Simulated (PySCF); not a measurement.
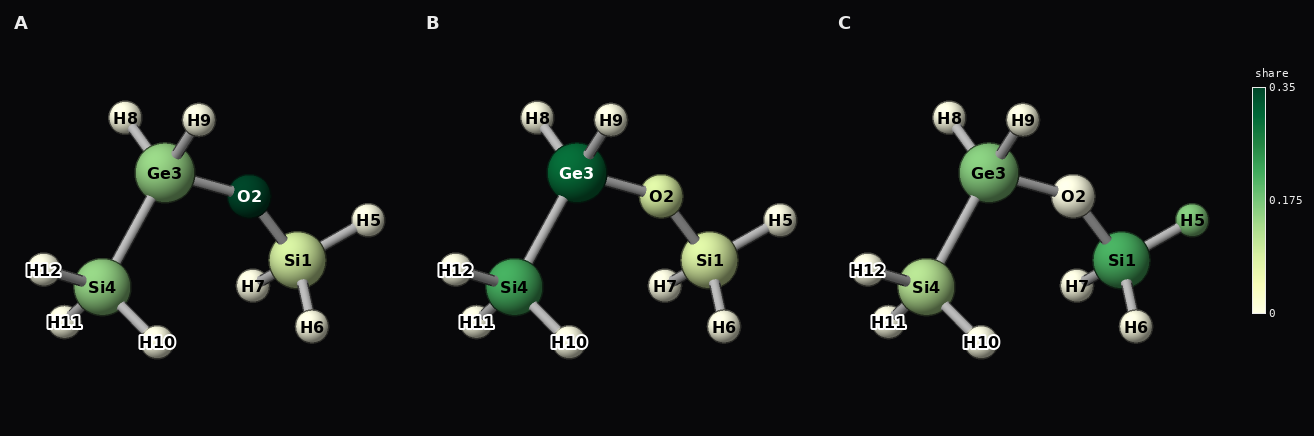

Each panel colours the atoms by their Löwdin share in one orbital (up to four of the largest shares; other atoms are shown as zero). Computed geometry: GFN2-xTB optimisation. No frequency run is at hand to confirm it as a minimum. Computed with PBE0/def2-SVPD (PySCF 2.14.0).

> The panels show the HOMO−2, HOMO, LUMO, in some order. Which is which?

A: HOMO, −8.03 eV; O2 0.35, Si4 0.15, Ge3 0.15, Si1 0.09
B: LUMO, −0.69 eV; Ge3 0.30, Si4 0.22, Si1 0.09, O2 0.09
C: HOMO−2, −9.33 eV; Si1 0.21, H5 0.17, Ge3 0.16, Si4 0.12

The geometry is semi-empirical. Around Ge, Si such bond lengths and angles can be off by a tenth of an ångström or more and by several degrees, and values that hang on the shape move with them.
